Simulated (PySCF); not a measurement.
## Electronic structure of C$_{3}$H$_{5}$ClSi (SMILES Cl[C@H]1C=C[SiH2]1) in real space

Input file:

```
{"job": {"kind": "nmr", "xc": "PBE0", "basis": "pcSseg-1"}, "charge": 0, "multiplicity": 1}
Cl    -0.484396     2.227972    -0.988888
C     -0.238596     0.955531     0.250440
C     -1.143550    -0.219489     0.047245
C     -0.325649    -1.259595    -0.143331
Si     1.266875    -0.247495    -0.027701
H     -0.364311     1.456950     1.209140
H     -2.221768    -0.181525     0.054974
H     -0.612292    -2.287083    -0.296307
H      2.132192    -0.443456     1.132637
H      2.000378     0.002843    -1.260736
```

Run with:

```sh
OMP_NUM_THREADS=1 python probes_run.py task.json out
```

Geometry: GFN2-xTB.

The calculation used PySCF, PBE0/pcSseg-1, SCF density, gas phase, non-relativistic.

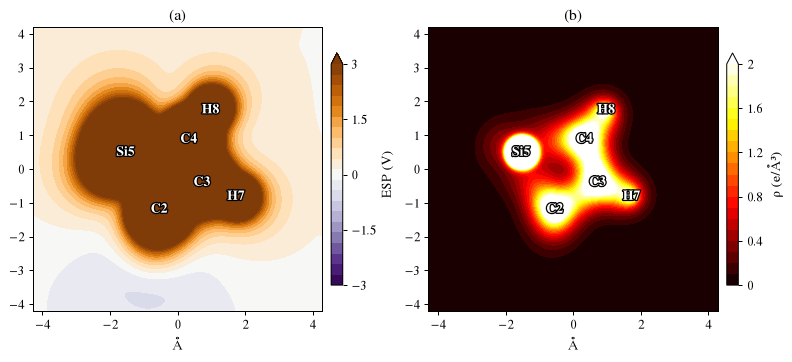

Figure 1. (a) electrostatic potential; (b) total electron density on the plane of atoms C3, C2 and Si5.

What does the map show?

Answer.
- The plane passes through C, Si and H nuclei.
- C–C (1.34 Å): ρ is about 2.3 e/Å³ halfway.
- C–Si (1.89 Å): ρ at the midpoint is about 0.89 e/Å³.
- C–H (1.08 Å): the density is about 2 e/Å³ at the midpoint.
- C–C (1.50 Å): the density is about 1.7 e/Å³ at the midpoint.
- C–Si (1.95 Å): ρ is about 0.85 e/Å³ halfway.
- Outside the dense part of the molecule the potential is most negative (−0.4 V) near Cl1, which lies off the plane.

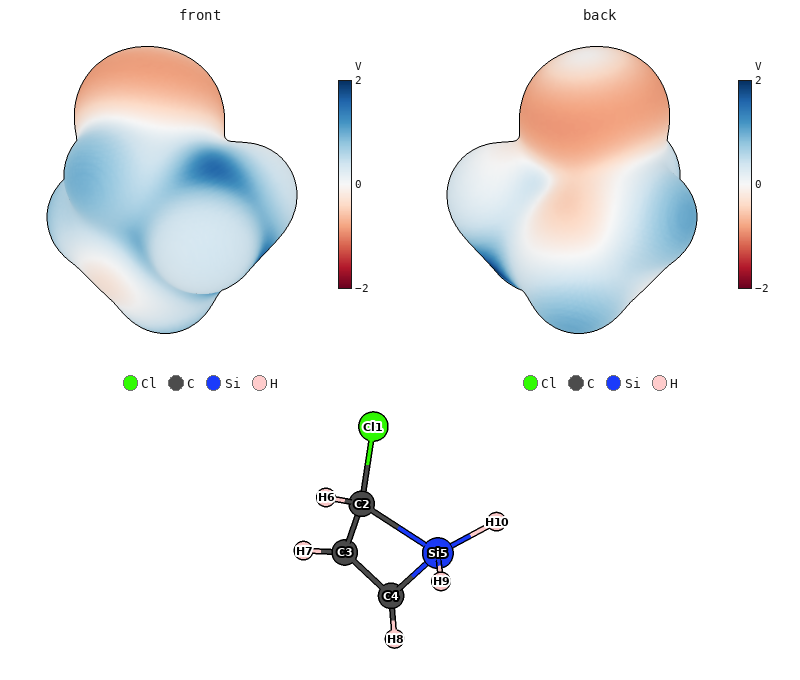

Figure 2. The molecular electrostatic potential painted on the density surface at 0.002 e/bohr³, seen from the front and from behind; red is negative and blue positive. The bare structure is drawn below in the same view.

Which sites attract a positive test charge, and which a negative one?

Answer. A positive charge is drawn to the negative regions and a negative charge to the positive ones. The most negative region (about −0.9 V) lies over Cl1, the most positive (about +1.7 V) over Si5.

What dipole moment does the calculation give?

Answer. Its dipole moment is 2.24 D.
